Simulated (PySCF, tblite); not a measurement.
# CH10N2OSi2: geometry, infrared bands and NMR shifts

What infrared bands and NMR shifts should CH10N2OSi2 (`CN[Si@H](O)N[SiH3]`) show?

Computed with tblite 0.8.0 and PySCF 2.14.0, with density-fitted response routines of our own, on a single molecule in the gas phase. Atoms are numbered from 0 throughout.

## 1. The starting structure

16 atoms, charge 0, multiplicity 1; geometry from: force field or distance geometry start.

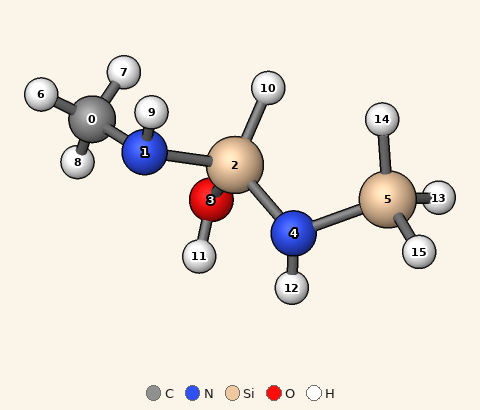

As it starts; carbon grey, nitrogen blue, silicon light orange, oxygen red, hydrogen white, atoms numbered.

## 2. Geometry optimisation with GFN2-xTB

Job settings and geometry (Å):

```
{"job": {"kind": "relax", "xc": "GFN2-xTB", "basis": "xTB"}, "charge": 0, "multiplicity": 1}
C     -2.655400    -0.048500     0.156100
N     -1.458100     0.459900     0.792100
Si    -0.071700    -0.165800    -0.180500
O     -0.464900    -1.797700    -0.551300
N      1.429900    -0.152100     0.744500
Si     2.765400     0.685800    -0.074600
H     -3.545900     0.510300     0.506700
H     -2.527600     0.141900    -0.919200
H     -2.733600    -1.142300     0.297900
H     -1.486100     1.495400     0.730900
H     -0.054300     0.635800    -1.405900
H     -0.277600    -2.358300     0.271900
H      1.685100    -1.061500     1.159700
H      3.380600    -0.117800    -1.160000
H      2.239900     1.921400    -0.698200
H      3.766700     1.002400     0.987400
```

Started as:

```bash
OMP_NUM_THREADS=1 python probes_run.py task.json out
```

This one command runs all jobs of the session in turn.

Log:

```text
step      E/eV     max force
  0    -562.96909    2.564
  1    -563.20321    1.425
  2    -563.33604    0.774
  3    -563.39119    0.889
  4    -563.43979    0.411
  5    -563.46010    0.482
  6    -563.49854    0.563
  7    -563.52867    0.505
  8    -563.55477    0.487
  9    -563.57859    0.422
 10    -563.60442    0.486
 11    -563.62724    0.468
 12    -563.64696    0.440
 13    -563.66422    0.309
 14    -563.67933    0.316
 15    -563.69221    0.343
 16    -563.70454    0.278
 17    -563.71774    0.616
 18    -563.73010    0.316
 19    -563.74136    0.287
 20    -563.75598    0.271
 21    -563.76645    0.270
 22    -563.77872    0.259
 23    -563.78838    0.244
 24    -563.79539    0.220
 25    -563.80067    0.196
 26    -563.80607    0.215
 27    -563.81231    0.241
 28    -563.81772    0.165
 29    -563.82178    0.127
 30    -563.82341    0.116
 31    -563.82531    0.113
 32    -563.82674    0.099
 33    -563.82843    0.116
 34    -563.82994    0.118
 35    -563.83147    0.104
 36    -563.83290    0.100
 37    -563.83456    0.108
 38    -563.83622    0.130
 39    -563.83805    0.114
 40    -563.83938    0.106
 41    -563.84138    0.117
 42    -563.84414    0.142
 43    -563.84738    0.113
 44    -563.84910    0.159
 45    -563.84961    0.206
 46    -563.85060    0.073
 47    -563.85138    0.069
 48    -563.85296    0.137
 49    -563.85466    0.173
 50    -563.85635    0.139
 51    -563.85777    0.099
 52    -563.85938    0.095
 53    -563.86127    0.086
 54    -563.86242    0.115
 55    -563.86321    0.130
 56    -563.86402    0.071
 57    -563.86467    0.064
 58    -563.86521    0.057
 59    -563.86594    0.080
 60    -563.86685    0.076
 61    -563.86768    0.061
 62    -563.86830    0.070
 63    -563.86874    0.070
 64    -563.86920    0.067
 65    -563.86988    0.069
 66    -563.87050    0.051
 67    -563.87113    0.077
 68    -563.87158    0.056
 69    -563.87208    0.035
 70    -563.87231    0.039
 71    -563.87293    0.041
 72    -563.87332    0.038
 73    -563.87365    0.044
 74    -563.87397    0.047
 75    -563.87445    0.062
 76    -563.87503    0.065
 77    -563.87547    0.049
 78    -563.87572    0.046
 79    -563.87587    0.033
 80    -563.87600    0.034
 81    -563.87613    0.025
 82    -563.87623    0.024
 83    -563.87631    0.025
 84    -563.87643    0.032
 85    -563.87662    0.044
 86    -563.87690    0.050
 87    -563.87720    0.042
 88    -563.87744    0.026
 89    -563.87761    0.030
 90    -563.87774    0.028
 91    -563.87788    0.031
 92    -563.87807    0.033
 93    -563.87835    0.035
 94    -563.87874    0.044
 95    -563.87920    0.047
 96    -563.87962    0.045
 97    -563.87997    0.043
 98    -563.88038    0.049
 99    -563.88078    0.071
100    -563.88118    0.094
101    -563.88155    0.075
102    -563.88191    0.094
103    -563.88219    0.037
104    -563.88277    0.074
105    -563.88379    0.094
106    -563.88473    0.127
107    -563.88577    0.173
108    -563.88676    0.137
109    -563.88786    0.137
110    -563.88858    0.064
111    -563.88918    0.067
112    -563.89072    0.082
113    -563.89193    0.103
114    -563.89325    0.170
115    -563.89423    0.103
116    -563.89540    0.081
117    -563.89647    0.133
118    -563.89708    0.063
119    -563.89784    0.060
120    -563.89861    0.070
121    -563.89932    0.077
122    -563.90067    0.090
123    -563.90190    0.082
124    -563.90289    0.071
125    -563.90343    0.064
126    -563.90341    0.181
127    -563.90424    0.077
128    -563.90480    0.066
129    -563.90605    0.142
130    -563.90824    0.147
131    -563.91078    0.124
132    -563.91318    0.154
133    -563.91439    0.112
134    -563.91517    0.154
135    -563.91586    0.196
136    -563.91690    0.087
137    -563.91873    0.098
138    -563.92059    0.137
139    -563.92224    0.137
140    -563.92342    0.096
141    -563.92445    0.077
142    -563.92510    0.082
143    -563.92565    0.064
144    -563.92618    0.050
145    -563.92689    0.065
146    -563.92756    0.055
147    -563.92828    0.067
148    -563.92900    0.081
149    -563.92963    0.085
150    -563.93008    0.054
151    -563.93037    0.072
152    -563.93057    0.047
153    -563.93074    0.036
154    -563.93092    0.038
155    -563.93107    0.038
156    -563.93138    0.045
157    -563.93192    0.047
158    -563.93275    0.058
159    -563.93370    0.068
160    -563.93442    0.100
161    -563.93488    0.082
162    -563.93520    0.062
163    -563.93545    0.048
164    -563.93569    0.036
165    -563.93588    0.046
166    -563.93615    0.037
167    -563.93642    0.040
168    -563.93665    0.044
169    -563.93685    0.033
170    -563.93701    0.028
171    -563.93710    0.027
172    -563.93714    0.017
173    -563.93718    0.024
174    -563.93721    0.015
175    -563.93725    0.014
176    -563.93729    0.018
177    -563.93733    0.024
178    -563.93739    0.031
179    -563.93746    0.030
180    -563.93755    0.025
181    -563.93763    0.021
182    -563.93771    0.017
183    -563.93779    0.020
184    -563.93785    0.016
185    -563.93790    0.017
186    -563.93797    0.018
187    -563.93806    0.027
188    -563.93819    0.033
189    -563.93831    0.028
190    -563.93842    0.021
191    -563.93850    0.019
192    -563.93857    0.026
193    -563.93863    0.021
194    -563.93867    0.017
195    -563.93871    0.018
196    -563.93875    0.020
197    -563.93882    0.026
198    -563.93890    0.023
199    -563.93900    0.021
200    -563.93910    0.023
201    -563.93921    0.030
202    -563.93930    0.027
203    -563.93936    0.016
204    -563.93940    0.012
205    -563.93942    0.009
```

It took 2.3 s on 1 thread of Arm Neoverse N1, shared host; peak memory 0.18 GiB.

Relaxation path: (not every step is listed)

```tsv
step	energy from step 0 (eV)	largest force (eV/Å)
0	0.0000	2.5636
1	-0.2341	1.4254
2	-0.3669	0.7738
3	-0.4221	0.8895
4	-0.4707	0.4106
5	-0.4910	0.4815
6	-0.5294	0.5632
7	-0.5596	0.5052
8	-0.5857	0.4871
27	-0.8432	0.2413
46	-0.8815	0.0731
65	-0.9008	0.0688
84	-0.9073	0.0322
103	-0.9131	0.0370
122	-0.9316	0.0902
141	-0.9554	0.0769
160	-0.9653	0.0998
179	-0.9684	0.0296
198	-0.9698	0.0226
200	-0.9700	0.0226
201	-0.9701	0.0297
202	-0.9702	0.0272
203	-0.9703	0.0165
204	-0.9703	0.0119
205	-0.9703	0.0090
```

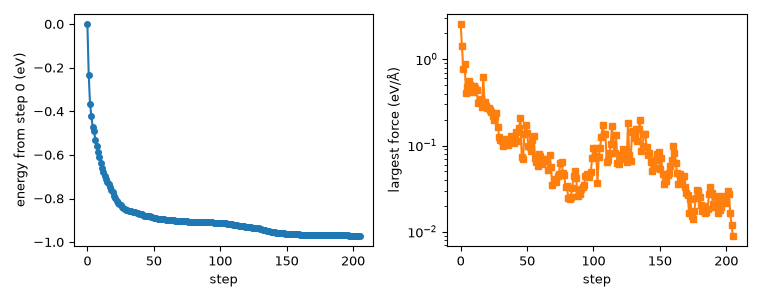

Energy and force, step by step.

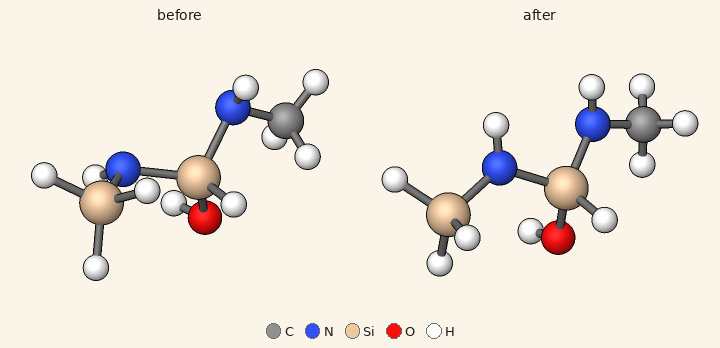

Before and after, at one scale.

Distances of close pairs at the start and the end, largest changes first:

```tsv
bond	before (Å)	after (Å)	change (Å)
Si2–O3	1.719	1.621	-0.098
N1–Si2	1.805	1.722	-0.084
O3–H11	1.013	0.954	-0.059
N4–Si5	1.777	1.724	-0.053
Si2–N4	1.764	1.732	-0.032
N1–H9	1.038	1.008	-0.030
Si5–H15	1.494	1.466	-0.028
N4–H12	1.032	1.005	-0.026
```

The end geometry stands in the next job.

## 3. Vibrational analysis with GFN2-xTB

Job settings and geometry (Å):

```
{"job": {"kind": "ir", "xc": "GFN2-xTB", "basis": "xTB"}, "charge": 0, "multiplicity": 1}
C     -2.770934    -0.221830     0.268136
N     -1.456419     0.267822     0.606849
Si    -0.120220     0.042204    -0.455542
O     -0.036270    -1.510359    -0.914535
N      1.252210     0.511241     0.490330
Si     2.904600     0.340914     0.028708
H     -3.350237    -0.403233     1.176334
H     -3.331219     0.472236    -0.368162
H     -2.658873    -1.158932    -0.271178
H     -1.510903     1.133217     1.121011
H     -0.177842     0.690052    -1.764028
H      0.123114    -2.185928    -0.259967
H      1.069241     1.171000     1.226579
H      3.083089    -1.019187    -0.472919
H      3.296116     1.306273    -1.006457
H      3.676948     0.573453     1.252297
```

Log:

```text
mode    cm-1     km/mol
  1      44.2      0.19
  2      73.8      0.37
  3     100.1      1.66
  4     104.6      0.74
  5     163.7      1.38
  6     170.3      0.33
  7     227.6     30.60
  8     262.2     80.06
  9     298.4     24.75
 10     320.9     88.48
 11     352.7     30.77
 12     550.0    105.24
 13     571.2     72.95
 14     580.3     51.46
 15     689.2     97.27
 16     693.2    146.98
 17     728.5     67.59
 18     762.0    196.50
 19     789.6    337.57
 20     800.9     88.89
 21     819.3    120.20
 22     849.5    396.62
 23     923.3    347.65
 24     993.7    269.45
 25    1064.9     51.23
 26    1114.3      4.60
 27    1160.4     72.36
 28    1199.6    340.58
 29    1368.7     75.51
 30    1422.5      3.47
 31    1493.3      2.87
 32    1505.7      2.27
 33    2197.7    357.44
 34    2231.4    310.30
 35    2267.3    357.05
 36    2274.0    284.91
 37    2905.8     82.87
 38    2963.8     67.73
 39    3039.0     26.04
 40    3459.4      8.46
 41    3501.1      0.84
 42    3662.1     11.35
```

It took 0.89 s on 1 thread of Arm Neoverse N1, shared host; peak memory 0.18 GiB.

The strongest bands and the atoms that carry them (share of the mass-weighted mode):

```tsv
cm⁻¹	km/mol	atoms
790	337.6	N1 17 %, Si2 17 %, H15 16 %, H14 13 %
850	396.6	H11 53 %
923	347.6	O3 40 %, Si2 37 %
1200	340.6	H12 67 %, N4 28 %
2198	357.4	H14 92 %
2231	310.3	H15 94 %
2267	357.1	H10 94 %
2274	284.9	H13 94 %
```

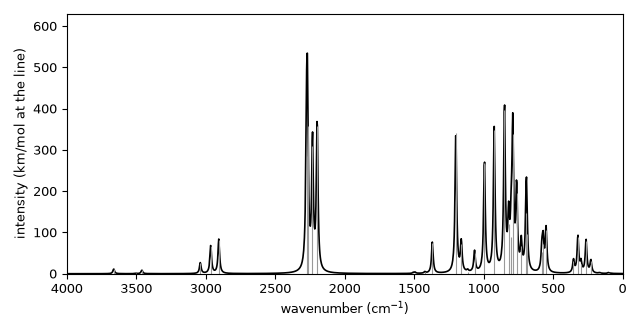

The infrared spectrum from these modes, unscaled. Lines are broadened to a width of 14 cm⁻¹ (Lorentzian).

## 4. Nuclear shieldings: PBE0/pcSseg-1

Settings changed since step 3:

```diff
@@ -1,2 +1,2 @@
-{"job": {"kind": "ir", "xc": "GFN2-xTB", "basis": "xTB"}, "charge": 0, "multiplicity": 1}
+{"job": {"kind": "nmr", "xc": "PBE0", "basis": "pcSseg-1"}, "charge": 0, "multiplicity": 1}
 C     -2.770934    -0.221830     0.268136
```

Level: GIAO PBE0/pcSseg-1 NMR shielding, non-relativistic, gas phase.

Log:

```text
coarse grid: 13744 points
cycle   1  E = -807.2197112850  dE =  5.523e-01  |g| = 8.459e-01  |ddm| = 3.530e+00
cycle   2  E = -807.0869427842  dE =  1.328e-01  |g| = 1.187e+00  |ddm| = 1.539e+00
cycle   3  E = -807.3534264858  dE = -2.665e-01  |g| = 7.300e-02  |ddm| = 1.000e+00
cycle   4  E = -807.3541582271  dE = -7.317e-04  |g| = 3.934e-02  |ddm| = 7.225e-02
cycle   5  E = -807.3544562347  dE = -2.980e-04  |g| = 9.207e-03  |ddm| = 3.651e-02
cycle   6  E = -807.3544728180  dE = -1.658e-05  |g| = 2.508e-03  |ddm| = 9.330e-03
cycle   7  E = -807.3544741539  dE = -1.336e-06  |g| = 4.350e-04  |ddm| = 1.871e-03
final grid: 121976 points
cycle   8  E = -807.3925121322  dE = -1.862e-05  |g| = 9.247e-03  |ddm| = 1.749e-02
cycle   9  E = -807.3924938562  dE =  1.828e-05  |g| = 1.332e-02  |ddm| = 1.671e-02
cycle  10  E = -807.3925297294  dE = -3.587e-05  |g| = 1.011e-03  |ddm| = 1.004e-02
cycle  11  E = -807.3925299372  dE = -2.078e-07  |g| = 1.742e-04  |ddm| = 7.600e-04
cycle  12  E = -807.3925299432  dE = -6.075e-09  |g| = 5.024e-05  |ddm| = 1.692e-04
cycle  13  E = -807.3925299436  dE = -4.061e-10  |g| = 2.234e-05  |ddm| = 5.356e-05
converged SCF energy = -807.3925299436

GIAO shielding tensors (ppm)
atom      isotropic    diamagn.    paramagn.     s11        s22        s33       span
  0 C      157.554     241.263     -83.709    133.302    151.765    187.596     54.294
  1 N      231.993     326.032     -94.040    204.590    222.637    268.751     64.162
  2 Si     387.159     882.710    -495.551    368.719    389.761    402.996     34.277
  3 O      289.656     390.983    -101.327    257.587    267.701    343.680     86.093
  4 N      246.679     327.779     -81.099    219.657    231.887    288.494     68.837
  5 Si     410.615     879.627    -469.012    368.673    395.904    467.268     98.595
  6 H       28.935      27.298       1.637     23.578     26.853     36.374     12.796
  7 H       28.945      27.328       1.617     23.298     26.789     36.749     13.451
  8 H       28.809      28.682       0.128     23.885     28.484     34.059     10.174
  9 H       31.825      35.435      -3.610     22.622     31.880     40.973     18.351
 10 H       26.919      31.639      -4.720     24.054     24.297     32.405      8.351
 11 H       30.267      33.657      -3.391     23.385     23.834     43.581     20.195
 12 H       32.072      35.471      -3.399     23.170     30.724     42.322     19.153
 13 H       26.967      29.331      -2.364     22.950     26.357     31.596      8.647
 14 H       26.913      28.499      -1.586     22.900     25.011     32.829      9.929
 15 H       27.070      28.563      -1.492     23.456     25.234     32.521      9.064
```

Run time: 40 s. Hardware: 1 thread of Arm Neoverse N1, shared host; peak memory 0.74 GiB.

The references, computed at this level on geometries of the same kind, shield at (ppm): 1H TMS 31.72, 13C TMS 186.9, 29Si TMS 349.2, 15N NH3 267.7, 17O H2O 336.1. Their shielding less the atom's gives the shift. The references are single molecules in the gas phase, so shifts against H2O, NH3, PH3, H3PO4 or CFCl3 are not on the usual liquid scales and can be off by tens of ppm. Atoms listed in one row are averaged.

```tsv
atoms	environment	σ (ppm)	δ (ppm)	δ scaled to CDCl3
C0	methyl carbon bonded to N	157.6	29.4	26.8
H10	hydrogen on a silicon bonded to 2 N, O	26.92	4.80	–
H13, H14, H15	hydrogen on a silicon bonded to N	26.98	4.73	–
H6, H7, H8	hydrogen on a methyl carbon bonded to N	28.90	2.82	2.76
H11	hydrogen on an oxygen bonded to Si	30.27	1.45	–
H9	hydrogen on a nitrogen bonded to C, Si	31.82	-0.11	–
H12	hydrogen on a nitrogen bonded to 2 Si	32.07	-0.35	–
N1	nitrogen bonded to C, Si, H	232.0	35.7	–
N4	nitrogen bonded to 2 Si, H	246.7	21.0	–
Si2	silicon bonded to 2 N, O, H	387.2	-38.0	–
Si5	silicon bonded to N, 3 H	410.6	-61.5	–
O3	oxygen bonded to Si, H	289.7	46.4	–
```

The scaled column applies a straight-line fit of computed shieldings to shifts measured in CDCl3 (root-mean-square error 0.16 ppm for H, 1.9 ppm for C).

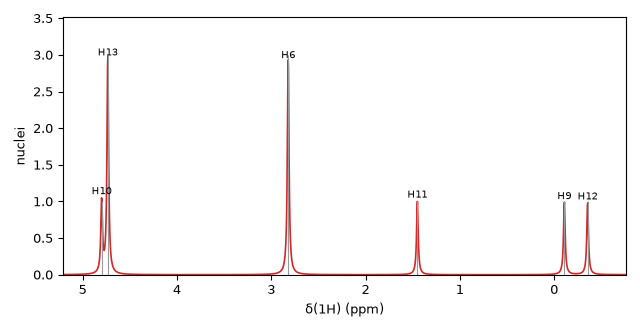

1H lines at the computed shifts, without couplings. Lines are broadened to a width of 0.02 ppm (Lorentzian).

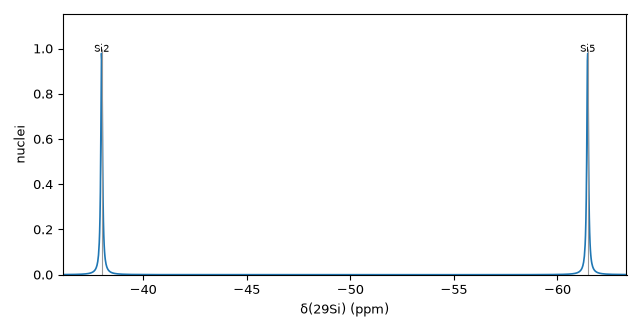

29Si lines at the computed shifts, without couplings. Lines are broadened to a width of 0.09 ppm (Lorentzian).

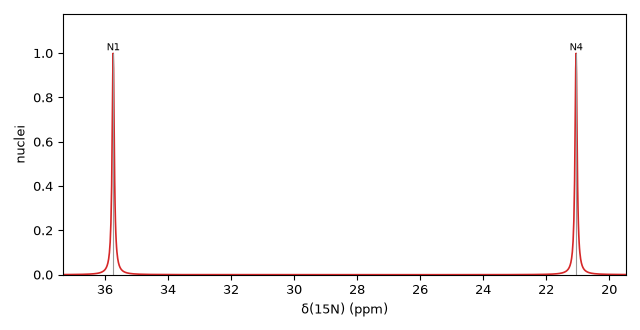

15N lines at the computed shifts, without couplings. Lines are broadened to a width of 0.08 ppm (Lorentzian).

Charges from the same density, by scheme (e):

```tsv
atoms	Mulliken	IAO	Hirshfeld	ESP fit
C0	-0.10	-0.30	-0.07	-0.04
N1	-0.70	-0.70	-0.25	-0.77
Si2	1.13	1.32	0.45	0.95
O3	-0.56	-0.79	-0.30	-0.69
N4	-0.84	-0.96	-0.34	-0.93
Si5	0.61	0.75	0.35	0.61
```

Mulliken charges:

C0 -0.10; N1 -0.70; Si2 1.13; O3 -0.56; N4 -0.84; Si5 0.61; H6 0.11; H7 0.10; H8 0.11; H9 0.18; H10 -0.18; H11 0.24; H12 0.21; H13 -0.10; H14 -0.11; H15 -0.12

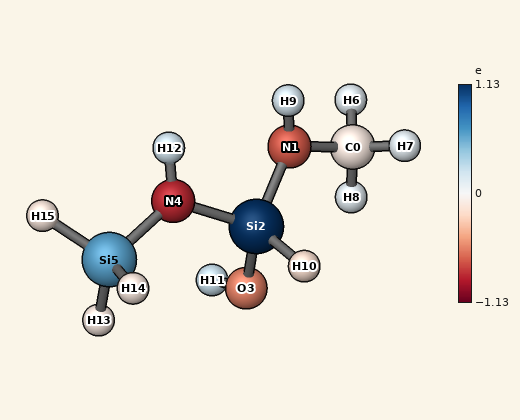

Mulliken charges, as colours on the atoms.

Mayer bond orders: C0–N1 0.97, N1–Si2 0.99, Si2–O3 1.03, Si2–N4 0.94, N4–Si5 0.97.

## 5. Outcome

| quantity | value |
| --- | --- |
| strongest single infrared mode (GFN2-xTB) | 850 cm⁻¹, 397 km/mol |
| zero-point energy (GFN2-xTB) | 72.5 kcal/mol |
| 13C shifts against TMS (PBE0/pcSseg-1) | 29.4 ppm |
| 1H shifts against TMS (PBE0/pcSseg-1, means over atoms taken as alike) | 4.80, 4.73, 2.82, 1.45, -0.11, -0.35 ppm |
| 15N shifts against NH3 (PBE0/pcSseg-1) | 35.7, 21.0 ppm |
| 29Si shifts against TMS (PBE0/pcSseg-1) | -38.0, -61.5 ppm |
| 17O shifts against H2O (PBE0/pcSseg-1) | 46.4 ppm |

**Reading.** The optimisation took 205 steps and gained 0.970 eV; among the close pairs (by a distance rule), Si2–O3 changed most, from 1.719 to 1.621 Å. No mode is imaginary among the 42: a minimum at this level. The strongest single mode, at 850 cm⁻¹, moves mainly H11. GFN2-xTB is a fitted tight-binding method: band positions and strengths are rough. Its intensities can rank the bands wrongly. At PBE0/pcSseg-1: The largest span, 99 ppm, is at Si5, where the paramagnetic term is -469 ppm.
